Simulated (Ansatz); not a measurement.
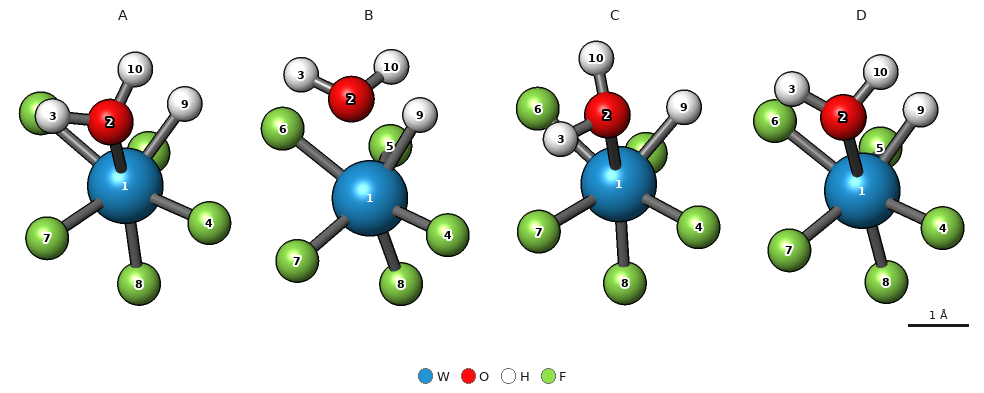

4 geometries from one relaxation of WH3OF5, in shuffled order. Style: ball-and-stick. Shown from a free direction.

The run prepares an end point of a later path (reaction) calculation, from a guessed geometry.

These are results of RKS B3LYP-D4/def2-SVP in Ansatz 0.2.0, not measurements. Set-up: no spin polarisation; force threshold 0.03 eV/Å; at most 50 steps.

**Order the frames from highest to lowest energy.**

B, D, A, C. They are steps 0, 3, 8, 19, at +0.552 eV, +0.176 eV, +0.046 eV relative to the last. After 16 accepted moves (19 points after the start) the energy has fallen by 0.552 eV. Largest force component: 0.78 eV/Å at the start, 0.02 eV/Å at the end. The line search rejected the trial steps at points 5, 13, 15 of the run. The forces were under the threshold at step 14, but the run went on from there. The atom that moves furthest after the best rigid fit is H3 (1.12 Å). Largest moves by element: H 1.12 Å, O 0.59 Å, F 0.58 Å, W 0.28 Å. Some distances before and after: W1–O2 3.126 → 2.312 Å, W1–H3 3.348 → 2.709 Å, W1–H10 3.098 → 2.855 Å, W1–F7 1.861 → 1.907 Å. New bonds form, among them: W1–O2 (3.13 → 2.31 Å). Among the angles between lasting bonds that change: F4–W1–F6 138.9° → 150.5°, F6–W1–F8 134.5° → 124.5°, F4–W1–F5 124.9° → 118.0°. The run took 36 s on 4 threads of Intel(R) Xeon(R) 6975P-C (Granite Rapids), with other jobs on the host, peak memory 0.37 GiB.
